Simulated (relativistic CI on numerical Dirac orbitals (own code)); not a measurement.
# Er¹⁷⁺: one ion under different settings

Aim: see what numerical and physical settings do to the SCF, the total energy and the lowest levels of Er¹⁷⁺.

Method: Dirac-Coulomb-Breit CI, KLI orbitals optimised for each configuration, model QED (radiative potential, 1s self-energy scaled to tabulated hydrogen-like ionisation energies), numerical settings as typed. Code: relativistic CI on numerical Dirac orbitals (own code) version 3.

## (1) The atom as given

* ion: Er¹⁷⁺ (Er XVIII)
* nuclear charge: 68
* electrons: 51
* isotope: A = 166

## (2) A try

The run's settings:

```ini
atom Er  Z=68  charge=17  electrons=51
nucleus A=166  rms_radius_fm=5.2516
hamiltonian dirac-coulomb  breit=on  qed=on  c_scale=1
orbitals kli  potential=per-configuration
slater_scale 1
correlation none
mixing on
grid step=0.0125 r_max=11.2
scf mixing=0.4 start=green max_iterations=71 tolerance=2e-08 node_fill=0.05
configurations
  [Kr] 4d10 4f5
  [Kr] 4d10 4f4 5s
  [Kr] 4d10 4f3 5s2 6s
end
```

On the command line:

```sh
$ python run_levels.py task.json out
```

task.json lists these runs, among others, and the program works through them in turn.

The program writes no log. Results of the run, from its result record (rounded, main fields):

```text
{
  "status": "refused",
  "warnings": ["configuration [Kr] 4d10 4f3 5s2 6s has 52 electrons, the ion has 51"]
}
```

Wall time 0.00045 s (1 thread, shared host).

What went wrong: the program refused the input. The electrons of a configuration don't add up to Z less the charge. The input had one electron too many in the last configuration. The cure is to make charge and configurations agree.

## (3) The mended input

Settings: those of step 2 with these lines changed.

```diff
@@ -8,3 +8,3 @@
 grid step=0.0125 r_max=11.2
-scf mixing=0.4 start=green max_iterations=71 tolerance=2e-08 node_fill=0.05
+scf mixing=0.4 start=green max_iterations=150 tolerance=2e-08 node_fill=0.05
 configurations
@@ -12,3 +12,3 @@
   [Kr] 4d10 4f4 5s
-  [Kr] 4d10 4f3 5s2 6s
+  [Kr] 4d10 4f3 5s2
 end
```

Results of the run:

```text
{
  "status": "converged",
  "levels [i, E_cm, J2, conf, term, w_term, w_jj]": [
    [0, 0, 5, "4f5", "6H*", 0.9063, 0.3283],
    [1, 3487.3509, 7, "4f5", "6H*", 0.9397, 0.4723],
    [2, 7284.165, 9, "4f5", "6H*", 0.959, 0.6097],
    [3, 11176.555, 11, "4f5", "6H*", 0.9578, 0.4509],
    [4, 15037.926, 13, "4f5", "6H*", 0.9357, 0.4398],
    [5, 15276.685, 1, "4f5", "6F*", 0.9384, 0.498],
    [6, 15640.43, 3, "4f5", "6F*", 0.8963, 0.4687],
    [7, 16747.235, 5, "4f5", "6F*", 0.8507, 0.4761],
    [8, 18744.177, 15, "4f5", "6H*", 0.8908, 0.3866],
    [9, 19597.033, 7, "4f5", "6F*", 0.8861, 0.4279],
    [10, 23372.991, 9, "4f5", "6F*", 0.9258, 0.4043],
    [11, 27541.962, 11, "4f5", "6F*", 0.9431, 0.4308],
    [12, 35263.59, 5, "4f5", "4G*", 0.4262, 0.4375],
    [13, 38014.307, 3, "4f5", "4F*", 0.9095, 0.5498],
    "... 16 more rows left out ..."
  ],
  "total_energy [Ha]": -12972.441254,
  "n_levels_all": 447,
  "overlap": 1.64999e-11,
  "scf_iterations": [12, 12, 12],
  "orbital_energies [Ha]": {"1s": -2119.35, "2s": -368.964, "2p1/2": -352.08, "2p3/2": -318.481, "3s": -95.0365, "3p1/2": -87.6594, "3p3/2": -80.5796, "3d3/2": -68.0038, "3d5/2": -66.4593, "4s": -30.8335, "4p1/2": -27.845, "4p3/2": -26.1554, "4d3/2": -21.2002, "4d5/2": -20.8746, "4f5/2": -14.7416, "4f7/2": -14.6757},
  "configurations [conf, odd, states, E_av_Ha, breit_Ha, qed_Ha]": [
    ["4f5", 1, 2002, -12993.34199, 12.76, 8.607],
    ["4f4 5s", 0, 2002, -12992.67162, 12.78, 8.616],
    ["4f3 5s2", 1, 364, -12991.74153, 12.79, 8.625]
  ],
  "scf_steps of the first configuration [iteration, E_Ha, residual, outer_eigenvalue_Ha]": [
    [1, -12820.20587, 5.91, -34.32],
    [2, -12957.32902, 2.79, -22.44],
    [3, -12992.55166, 0.334, -14.65],
    [4, -12993.22526, 0.183, -15.28],
    [5, -12993.33836, 0.0316, -14.77],
    [6, -12993.34168, 0.00251, -14.68],
    [7, -12993.34189, 0.000984, -14.67],
    [8, -12993.34199, 5.3e-05, -14.68],
    [9, -12993.34199, 5.14e-06, -14.68],
    [10, -12993.34199, 5.74e-07, -14.68],
    [11, -12993.34199, 2.71e-08, -14.68],
    [12, -12993.34199, 3.83e-10, -14.68]
  ]
}
```

It took 0.2 s on 1 thread, shared host.

## (4) End of the grid 7.84

Settings: those of step 3 with these lines changed.

```diff
@@ -7,3 +7,3 @@
 mixing on
-grid step=0.0125 r_max=11.2
+grid step=0.0125 r_max=7.84
 scf mixing=0.4 start=green max_iterations=150 tolerance=2e-08 node_fill=0.05
```

Results of the run:

```text
{
  "status": "converged",
  "levels [i, E_cm, J2, conf, term, w_term]": [
    [0, 0, 5, "4f5", "6H*", 0.9063],
    [1, 3487.3509, 7, "4f5", "6H*", 0.9397],
    [2, 7284.165, 9, "4f5", "6H*", 0.959],
    [3, 11176.555, 11, "4f5", "6H*", 0.9578],
    [4, 15037.926, 13, "4f5", "6H*", 0.9357],
    [5, 15276.685, 1, "4f5", "6F*", 0.9384],
    [6, 15640.43, 3, "4f5", "6F*", 0.8963],
    [7, 16747.235, 5, "4f5", "6F*", 0.8507],
    "... 22 more rows left out ..."
  ],
  "total_energy [Ha]": -12972.441254,
  "n_levels_all": 447,
  "overlap": 1.6502e-11,
  "scf_iterations": [12, 12, 12],
  "orbital_energies [Ha]": {"1s": -2119.35, "2s": -368.964, "2p1/2": -352.08, "2p3/2": -318.481, "3s": -95.0365, "3p1/2": -87.6594, "3p3/2": -80.5796, "3d3/2": -68.0038, "3d5/2": -66.4593, "4s": -30.8335, "4p1/2": -27.845, "4p3/2": -26.1554, "4d3/2": -21.2002, "4d5/2": -20.8746, "4f5/2": -14.7416, "4f7/2": -14.6757},
  "configurations [conf, odd, states, E_av_Ha, breit_Ha, qed_Ha]": [
    ["4f5", 1, 2002, -12993.34199, 12.76, 8.607],
    ["4f4 5s", 0, 2002, -12992.67162, 12.78, 8.616],
    ["4f3 5s2", 1, 364, -12991.74153, 12.79, 8.625]
  ],
  "scf_steps of the first configuration [iteration, E_Ha, residual, outer_eigenvalue_Ha]": [
    [1, -12820.20587, 5.91, -34.32],
    [2, -12957.32902, 2.79, -22.44],
    [3, -12992.55166, 0.334, -14.65],
    [4, -12993.22526, 0.183, -15.28],
    [5, -12993.33836, 0.0316, -14.77],
    [6, -12993.34168, 0.00251, -14.68],
    [7, -12993.34189, 0.000985, -14.67],
    [8, -12993.34199, 5.18e-05, -14.68],
    [9, -12993.34199, 5.18e-06, -14.68],
    [10, -12993.34199, 5.72e-07, -14.68],
    [11, -12993.34199, 2.75e-08, -14.68],
    [12, -12993.34199, 3.68e-10, -14.68]
  ]
}
```

It took 0.19 s on 1 thread, shared host.

## (5) Iteration limit 30, QED terms off, end of the grid 5.6

The run's settings:

```ini
atom Er  Z=68  charge=17  electrons=51
nucleus A=166  rms_radius_fm=5.2516
hamiltonian dirac-coulomb  breit=on  qed=off  c_scale=1
orbitals kli  potential=per-configuration
slater_scale 1
correlation none
mixing on
grid step=0.0125 r_max=5.6
scf mixing=0.4 start=green max_iterations=30 tolerance=2e-08 node_fill=0.05
configurations
  [Kr] 4d10 4f5
  [Kr] 4d10 4f4 5s
  [Kr] 4d10 4f3 5s2
end
```

Results of the run:

```text
{
  "status": "converged",
  "levels [i, E_cm, J2, conf, term, w_term]": [
    [0, 0, 5, "4f5", "6H*", 0.9071],
    [1, 3465.4903, 7, "4f5", "6H*", 0.9402],
    [2, 7241.804, 9, "4f5", "6H*", 0.9593],
    [3, 11116.502, 11, "4f5", "6H*", 0.9582],
    [4, 14963.322, 13, "4f5", "6H*", 0.9363],
    [5, 15249.545, 1, "4f5", "6F*", 0.9389],
    [6, 15616.28, 3, "4f5", "6F*", 0.8972],
    [7, 16723.417, 5, "4f5", "6F*", 0.8522],
    "... 22 more rows left out ..."
  ],
  "total_energy [Ha]": -12981.048243,
  "n_levels_all": 447,
  "overlap": 1.64984e-11,
  "scf_iterations": [12, 12, 12],
  "orbital_energies [Ha]": {"1s": -2119.35, "2s": -368.964, "2p1/2": -352.08, "2p3/2": -318.481, "3s": -95.0365, "3p1/2": -87.6594, "3p3/2": -80.5796, "3d3/2": -68.0038, "3d5/2": -66.4593, "4s": -30.8335, "4p1/2": -27.845, "4p3/2": -26.1554, "4d3/2": -21.2002, "4d5/2": -20.8746, "4f5/2": -14.7416, "4f7/2": -14.6757},
  "configurations [conf, odd, states, E_av_Ha, breit_Ha, qed_Ha]": [
    ["4f5", 1, 2002, -12993.34199, 12.76, 0],
    ["4f4 5s", 0, 2002, -12992.67162, 12.78, 0],
    ["4f3 5s2", 1, 364, -12991.74153, 12.79, 0]
  ],
  "scf_steps of the first configuration [iteration, E_Ha, residual, outer_eigenvalue_Ha]": [
    [1, -12820.20587, 5.91, -34.32],
    [2, -12957.32902, 2.79, -22.44],
    [3, -12992.55166, 0.334, -14.65],
    [4, -12993.22526, 0.183, -15.28],
    [5, -12993.33836, 0.0316, -14.77],
    [6, -12993.34168, 0.00251, -14.68],
    [7, -12993.34189, 0.000988, -14.67],
    [8, -12993.34199, 4.04e-05, -14.68],
    [9, -12993.34199, 6.03e-06, -14.68],
    [10, -12993.34199, 5.32e-07, -14.68],
    [11, -12993.34199, 3.24e-08, -14.68],
    [12, -12993.34199, 2.24e-10, -14.68]
  ]
}
```

Run time: 0.18 s. Hardware: 1 thread, shared host.

## (6) Breit term off, end of the grid 16.8

The run's settings:

```ini
atom Er  Z=68  charge=17  electrons=51
nucleus A=166  rms_radius_fm=5.2516
hamiltonian dirac-coulomb  breit=off  qed=on  c_scale=1
orbitals kli  potential=per-configuration
slater_scale 1
correlation none
mixing on
grid step=0.0125 r_max=16.8
scf mixing=0.4 start=green max_iterations=150 tolerance=2e-08 node_fill=0.05
configurations
  [Kr] 4d10 4f5
  [Kr] 4d10 4f4 5s
  [Kr] 4d10 4f3 5s2
end
```

Results of the run:

```text
{
  "status": "converged",
  "levels [i, E_cm, J2, conf, term, w_term]": [
    [0, 0, 5, "4f5", "6H*", 0.8944],
    [1, 3897.0303, 7, "4f5", "6H*", 0.9324],
    [2, 8134.9742, 9, "4f5", "6H*", 0.9545],
    [3, 12472.096, 11, "4f5", "6H*", 0.9531],
    [4, 15657.852, 1, "4f5", "6F*", 0.932],
    [5, 15997.494, 3, "4f5", "6F*", 0.8829],
    [6, 16773.159, 13, "4f5", "6H*", 0.9279],
    [7, 17147.746, 5, "4f5", "6F*", 0.8279],
    "... 22 more rows left out ..."
  ],
  "total_energy [Ha]": -12985.212318,
  "n_levels_all": 447,
  "overlap": 1.65004e-11,
  "scf_iterations": [12, 12, 12],
  "orbital_energies [Ha]": {"1s": -2119.35, "2s": -368.964, "2p1/2": -352.08, "2p3/2": -318.481, "3s": -95.0365, "3p1/2": -87.6594, "3p3/2": -80.5796, "3d3/2": -68.0038, "3d5/2": -66.4593, "4s": -30.8335, "4p1/2": -27.845, "4p3/2": -26.1554, "4d3/2": -21.2002, "4d5/2": -20.8746, "4f5/2": -14.7416, "4f7/2": -14.6757},
  "configurations [conf, odd, states, E_av_Ha, breit_Ha, qed_Ha]": [
    ["4f5", 1, 2002, -12993.34199, 0, 8.607],
    ["4f4 5s", 0, 2002, -12992.67162, 0, 8.616],
    ["4f3 5s2", 1, 364, -12991.74153, 0, 8.625]
  ],
  "scf_steps of the first configuration [iteration, E_Ha, residual, outer_eigenvalue_Ha]": [
    [1, -12820.20587, 5.91, -34.32],
    [2, -12957.32902, 2.79, -22.44],
    [3, -12992.55166, 0.334, -14.65],
    [4, -12993.22526, 0.183, -15.28],
    [5, -12993.33836, 0.0316, -14.77],
    [6, -12993.34168, 0.00251, -14.68],
    [7, -12993.34189, 0.000984, -14.67],
    [8, -12993.34199, 5.31e-05, -14.68],
    [9, -12993.34199, 5.14e-06, -14.68],
    [10, -12993.34199, 5.75e-07, -14.68],
    [11, -12993.34199, 2.7e-08, -14.68],
    [12, -12993.34199, 3.85e-10, -14.68]
  ]
}
```

Wall time 0.18 s (1 thread, shared host).

## (7) Breit term off, nuclear radius 4.7264, speed-of-light factor 10

The run's settings:

```ini
atom Er  Z=68  charge=17  electrons=51
nucleus A=166  rms_radius_fm=4.7264
hamiltonian dirac-coulomb  breit=off  qed=on  c_scale=10
orbitals kli  potential=per-configuration
slater_scale 1
correlation none
mixing on
grid step=0.0125 r_max=11.2
scf mixing=0.4 start=green max_iterations=150 tolerance=2e-08 node_fill=0.05
configurations
  [Kr] 4d10 4f5
  [Kr] 4d10 4f4 5s
  [Kr] 4d10 4f3 5s2
end
```

Results of the run:

```text
{
  "status": "converged",
  "levels [i, E_cm, J2, conf, term, w_term]": [
    [0, 0, 5, "4f5", "6H*", 1],
    [1, 29.237859, 7, "4f5", "6H*", 1],
    [2, 66.785283, 9, "4f5", "6H*", 1],
    [3, 112.60945, 11, "4f5", "6H*", 1],
    [4, 166.67056, 13, "4f5", "6H*", 1],
    [5, 228.92198, 15, "4f5", "6H*", 1],
    [6, 10862.333, 1, "4f5", "6F*", 1],
    [7, 10874.857, 3, "4f5", "6F*", 1],
    "... 22 more rows left out ..."
  ],
  "total_energy [Ha]": -12400.705053,
  "n_levels_all": 447,
  "overlap": 1.96993e-11,
  "scf_iterations": [12, 11, 11],
  "orbital_energies [Ha]": {"1s": -1979.08, "2s": -332.419, "2p1/2": -317.918, "2p3/2": -317.631, "3s": -86.321, "3p1/2": -79.7948, "3p3/2": -79.7351, "3d3/2": -67.5999, "3d5/2": -67.5846, "4s": -28.5836, "4p1/2": -25.9116, "4p3/2": -25.8974, "4d3/2": -21.0777, "4d5/2": -21.0745, "4f5/2": -14.9169, "4f7/2": -14.9162},
  "configurations [conf, odd, states, E_av_Ha, breit_Ha, qed_Ha]": [
    ["4f5", 1, 2002, -12404.64792, 0, 4.357],
    ["4f4 5s", 0, 2002, -12403.08438, 0, 4.36],
    ["4f3 5s2", 1, 364, -12401.22067, 0, 4.364]
  ],
  "scf_steps of the first configuration [iteration, E_Ha, residual, outer_eigenvalue_Ha]": [
    [1, -12255.70744, 5.53, -34.15],
    [2, -12373.46613, 2.63, -22.64],
    [3, -12403.94456, 0.309, -14.89],
    [4, -12404.53829, 0.18, -15.52],
    [5, -12404.64541, 0.0266, -15],
    [6, -12404.64771, 0.00147, -14.92],
    [7, -12404.64785, 0.000633, -14.91],
    [8, -12404.64792, 2.06e-05, -14.92],
    [9, -12404.64792, 1.61e-05, -14.92],
    [10, -12404.64792, 9.75e-08, -14.92],
    [11, -12404.64792, 3.56e-08, -14.92],
    [12, -12404.64792, 1.25e-10, -14.92]
  ]
}
```

Wall time 0.18 s (1 thread, shared host).

A changed speed of light describes a fictitious ion. The QED potentials keep the true α.

## (8) Node fill 50

The run's settings:

```ini
atom Er  Z=68  charge=17  electrons=51
nucleus A=166  rms_radius_fm=5.2516
hamiltonian dirac-coulomb  breit=on  qed=on  c_scale=1
orbitals kli  potential=per-configuration
slater_scale 1
correlation none
mixing on
grid step=0.0125 r_max=11.2
scf mixing=0.4 start=green max_iterations=82 tolerance=2e-08 node_fill=50
configurations
  [Kr] 4d10 4f5
  [Kr] 4d10 4f4 5s
  [Kr] 4d10 4f3 5s2
end
```

Results of the run:

```text
{
  "status": "converged",
  "levels [i, E_cm, J2, conf, term, w_term]": [
    [0, 0, 5, "4f5", "6H*", 0.8712],
    [1, 4177.0101, 7, "4f5", "6H*", 0.9193],
    [2, 8569.7537, 9, "4f5", "6H*", 0.9454],
    [3, 12922.622, 11, "4f5", "6H*", 0.9415],
    [4, 15582.757, 1, "4f5", "6F*", 0.9193],
    [5, 15776.554, 3, "4f5", "6F*", 0.8585],
    [6, 16753.649, 5, "4f5", "6F*", 0.7844],
    [7, 17109.664, 13, "4f5", "6H*", 0.9087],
    "... 22 more rows left out ..."
  ],
  "total_energy [Ha]": -12971.483634,
  "n_levels_all": 447,
  "overlap": 6.76066e-12,
  "scf_iterations": [12, 17, 15],
  "orbital_energies [Ha]": {"1s": -2107.42, "2s": -363.322, "2p1/2": -345.682, "2p3/2": -312.556, "3s": -92.3854, "3p1/2": -84.8649, "3p3/2": -77.9717, "3d3/2": -65.2881, "3d5/2": -63.8041, "4s": -29.5856, "4p1/2": -26.6132, "4p3/2": -24.9798, "4d3/2": -20.1128, "4d5/2": -19.8057, "4f5/2": -13.8449, "4f7/2": -13.7867},
  "configurations [conf, odd, states, E_av_Ha, breit_Ha, qed_Ha]": [
    ["4f5", 1, 2002, -12992.17116, 12.58, 8.568],
    ["4f4 5s", 0, 2002, -12991.5007, 12.59, 8.576],
    ["4f3 5s2", 1, 364, -12990.56823, 12.6, 8.584]
  ],
  "scf_steps of the first configuration [iteration, E_Ha, residual, outer_eigenvalue_Ha]": [
    [1, -12820.20587, 6.34, -34.32],
    [2, -12964.52022, 2.97, -21.76],
    [3, -12989.1258, 0.392, -13.85],
    [4, -12992.95602, 0.229, -14.51],
    [5, -12992.3301, 0.0408, -13.9],
    [6, -12992.18888, 0.00624, -13.81],
    [7, -12992.16532, 0.00129, -13.78],
    [8, -12992.17052, 0.000139, -13.79],
    [9, -12992.17119, 8.12e-06, -13.79],
    [10, -12992.17116, 5.28e-07, -13.79],
    [11, -12992.17116, 6.65e-08, -13.79],
    [12, -12992.17116, 1.54e-09, -13.79]
  ]
}
```

It took 0.22 s on 1 thread, shared host.

A bad setting: its result is shown only for the comparison.

## (9) The runs side by side

| setting | total energy less usual (Ha) | largest shift of a level among the lowest eight of both runs, same label and place (cm⁻¹) | SCF iterations | time | lowest level | kind of change |
| --- | --- | --- | --- | --- | --- | --- |
| usual | 0 | 0 | 36 | 0.2 s | 4f5 6H°5/2 | - |
| end of the grid 7.84 | 0 | 0 | 36 | 0.19 s | 4f5 6H°5/2 | numerical |
| iteration limit 30, QED terms off, end of the grid 5.6 | -8.61 | 74.6 | 36 | 0.18 s | 4f5 6H°5/2 | model term |
| Breit term off, end of the grid 16.8 | -12.8 | 1740 | 36 | 0.18 s | 4f5 6H°5/2 | model term |
| Breit term off, nuclear radius 4.7264, speed-of-light factor 10 | 572 | 14900 | 34 | 0.18 s | 4f5 6H°5/2 | unphysical constant |
| node fill 50 | 0.958 | 2070 | 44 | 0.22 s | 4f5 6H°5/2 | unsound |

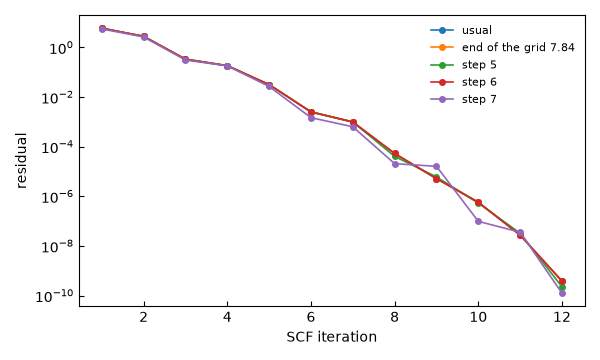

Residual of the first configuration's SCF.

## (10) Summary of results

| quantity | value |
| --- | --- |
| lowest level, usual settings | 4f5 6H°5/2 |
| total energy | -12972.4413 Ha |
| first excitation | 3487.4 cm⁻¹ |
| runs without a result | 1 |

What this shows: Among the runs whose levels can be followed, they move most under «Breit term off, nuclear radius 4.7264, speed-of-light factor 10» (unphysical constant), by up to 14900 cm⁻¹. No visible change in the result comes from «end of the grid 7.84». Only the listed configurations are in the model.
